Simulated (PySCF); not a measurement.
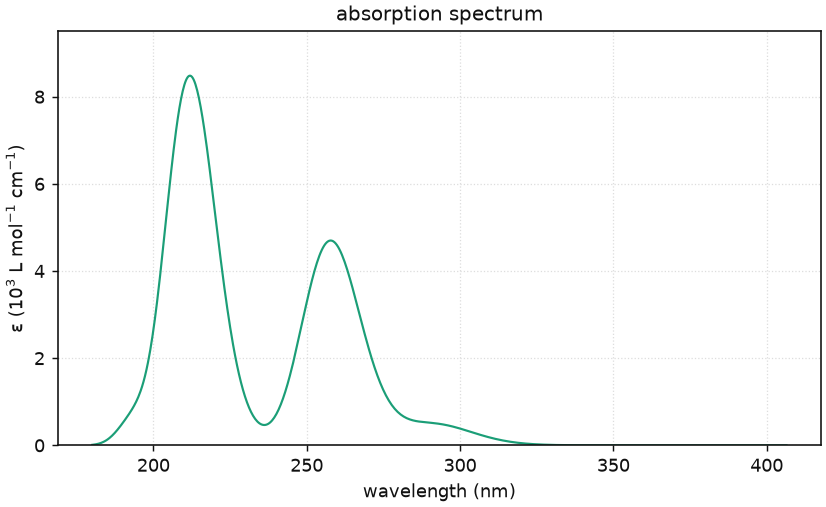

Computed absorption of C₂H₅ClGeS, SMILES C=C[S][GeH2][Cl], singlet. Vertical TDDFT excitations, LDA/def2-SVPD, PySCF, at a PBE0-D3(BJ)/def2-SVP geometry (no frequency check), gas phase. Only the first 10 singlet excitations are included; each is broadened by a Gaussian of 1/e half-width 0.25 eV.

Where is the maximum of the broadened curve, and how high is it?

At about 5.8 eV (212 nm), with ε near 8500 L mol⁻¹ cm⁻¹.

Which of the computed transitions is the brightest, and what character does the calculation give it?

S2 at 4.81 eV (258 nm), f = 0.073, mainly HOMO → LUMO+1 (73 %).

List the transitions behind the spectrum.

```
state  E (eV)  λ (nm)      f          main character
   S1    4.25     292  0.007      HOMO → LUMO (85 %)
   S2    4.81     258  0.073    HOMO → LUMO+1 (73 %)
   S3    5.51     225  0.005    HOMO → LUMO+3 (56 %)
   S4    5.64     220  0.015    HOMO → LUMO+2 (39 %)
   S5    5.68     218  0.000    HOMO → LUMO+4 (83 %)
   S6    5.75     216  0.014    HOMO−2 → LUMO (74 %)
   S7    5.79     214  0.061    HOMO−1 → LUMO (39 %)
   S8    5.95     208  0.034  HOMO−2 → LUMO+1 (27 %)
   S9    6.00     207  0.035  HOMO−2 → LUMO+1 (54 %)
  S10    6.39     194  0.010    HOMO−3 → LUMO (85 %)
```

Known limits of this run: states above the negative HOMO energy depend on the basis; one conformer of a flexible molecule; core orbitals are frozen in the response.
